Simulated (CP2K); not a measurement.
Consider thieno[3,2-b]thiophene at its PBE geometry (Å).

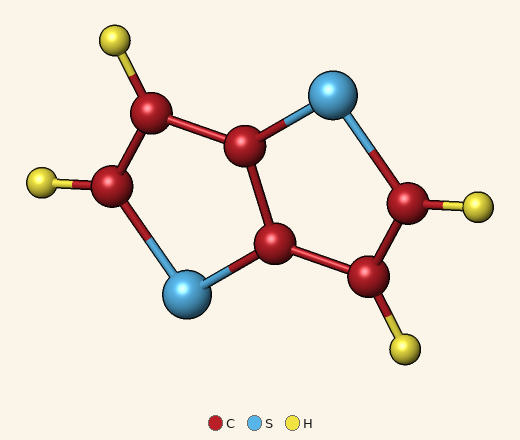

The molecule (carbon red, sulfur blue, hydrogen yellow).

```xyz
12

C     1.5949   -0.1410    0.8726
C     2.2679    0.0218   -0.3160
S     1.2141    0.2274   -1.6772
C    -0.1871    0.0975   -0.6699
C    -1.5949    0.1410   -0.8726
C    -2.2679   -0.0218    0.3160
S    -1.2141   -0.2274    1.6772
C     0.1871   -0.0975    0.6699
H     2.0906   -0.2821    1.8299
H     3.3428    0.0346   -0.4720
H    -2.0906    0.2821   -1.8299
H    -3.3428   -0.0346    0.4720
```

Method: CP2K XAS_TDP, all-electron GAPW, PBEh(45%), aug-cc-pVDZ, TDA, GW2X-corrected core level, no relativity.

Question: Where do the C K-edge lines lie, and how strong are they?

Leading lines: C1 287.34 eV, C2 286.90 eV and C4 287.28 eV. The leading line of an atom is its first one with 35 % of the strongest within 2.5 eV of its lowest line over the strength cut. Core ionisation energies at this level: C2 292.05, C4 291.80 and C1 292.02 eV.

The first six lines of each atom with a strength over 0.0015:

```tsv
atom	energy (eV)	states	strength, one atom	above the computed threshold
C1 (bonded to 2 C and H), 2 alike	287.34	1	0.0445	
	289.71	1	0.0077	
	290.04	1	0.0112	
	290.64	1	0.0041	
	291.30	1	0.0026	
	291.50	1	0.0035	
C2 (bonded to C, S and H), 2 alike	286.90	1	0.0492	
	289.38	1	0.0330	
	290.10	1	0.0131	
	290.95	1	0.0031	
	291.24	1	0.0028	
	292.14	1	0.0019	yes
C4 (bonded to 2 C and S), 2 alike	287.28	1	0.0436	
	289.07	1	0.0316	
	289.39	1	0.0088	
	290.55	1	0.0026	
	290.57	1	0.0070	
	291.15	1	0.0018
```

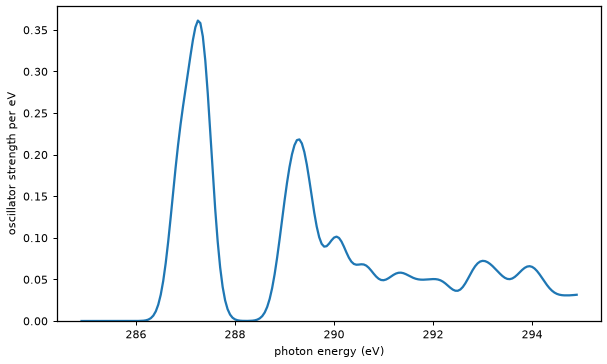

All atoms added, broadened by 0.5 eV.

Lines are vertical, at one geometry, with no vibrational structure. GW2X ionisation energies and lines can be off by 1 to 2 eV either way, and a good line position may hide errors that cancel. These values hold no scalar relativity, about 0.1 eV for C 1s. Rydberg lines, and the discretised continuum above threshold, depend on the basis and the box.

[Banner, clock and machine lines of the logs are left out without a mark of their own.]

[Logs are printed without paths, hosts, clocks, repeated set-up lines and the standing remarks that a program may print on its own settings, such as how far it seeks lower states.]

[Hosts, paths, dates, database ids (printed as entryN), source tags and the programs' standing remarks are cut or masked in the printed files.]
